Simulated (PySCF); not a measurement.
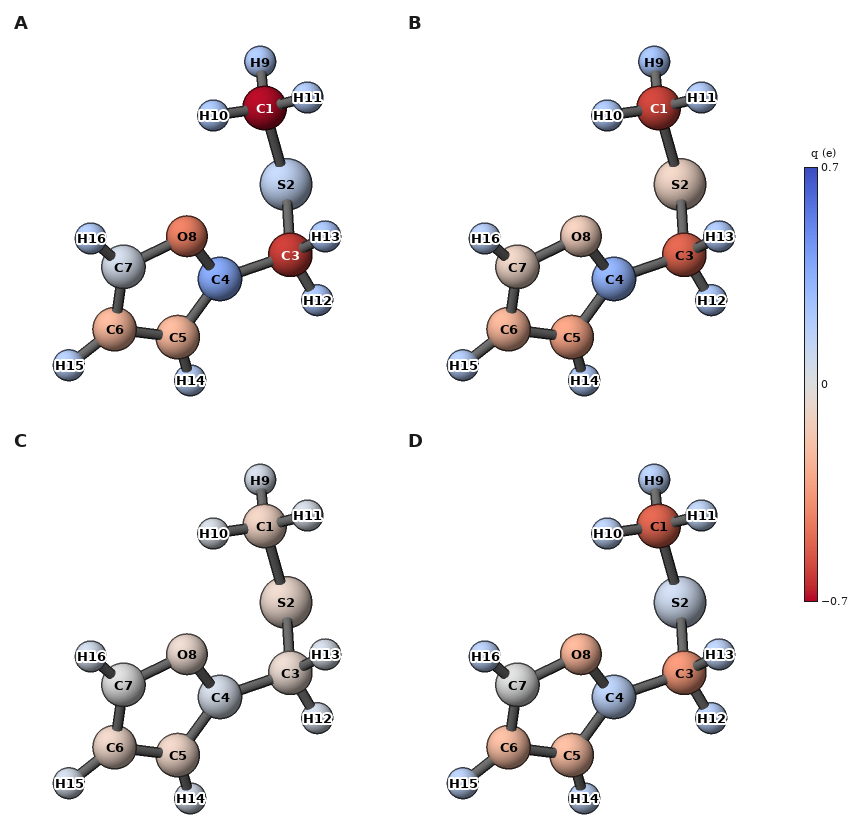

Atomic charges of one calculation by 4 schemes, on one colour scale. The computed structure is the end point of a PBE0-D3(BJ)/def2-SVP optimisation. No frequency run is at hand to confirm it as a minimum. Level of theory: PBE0/6-31G* (PySCF 2.14.0).

> The schemes are ESP-fitted, Hirshfeld, IAO, Mulliken. Which panel shows which?

A Mulliken, B ESP-fitted, C Hirshfeld, D IAO.

List the charges (e), one line for each set of equivalent atoms.

| atom | Mulliken | ESP-fitted | Hirshfeld | IAO |
| --- | --- | --- | --- | --- |
| C1 | −0.68 | −0.59 | −0.10 | −0.50 |
| S2 | 0.13 | −0.09 | −0.07 | 0.08 |
| C3 | −0.61 | −0.51 | −0.06 | −0.35 |
| C4 | 0.36 | 0.32 | 0.05 | 0.16 |
| C5 | −0.24 | −0.31 | −0.09 | −0.22 |
| C6 | −0.23 | −0.24 | −0.09 | −0.21 |
| C7 | 0.06 | −0.09 | 0.00 | 0.00 |
| O8 | −0.43 | −0.13 | −0.06 | −0.24 |
| H9 | 0.21 | 0.24 | 0.05 | 0.16 |
| H10 | 0.22 | 0.21 | 0.04 | 0.16 |
| H11 | 0.20 | 0.19 | 0.04 | 0.15 |
| H12 | 0.23 | 0.22 | 0.06 | 0.17 |
| H13 | 0.22 | 0.21 | 0.05 | 0.16 |
| H14 | 0.18 | 0.20 | 0.06 | 0.16 |
| H15 | 0.18 | 0.19 | 0.06 | 0.16 |
| H16 | 0.19 | 0.17 | 0.07 | 0.17 |
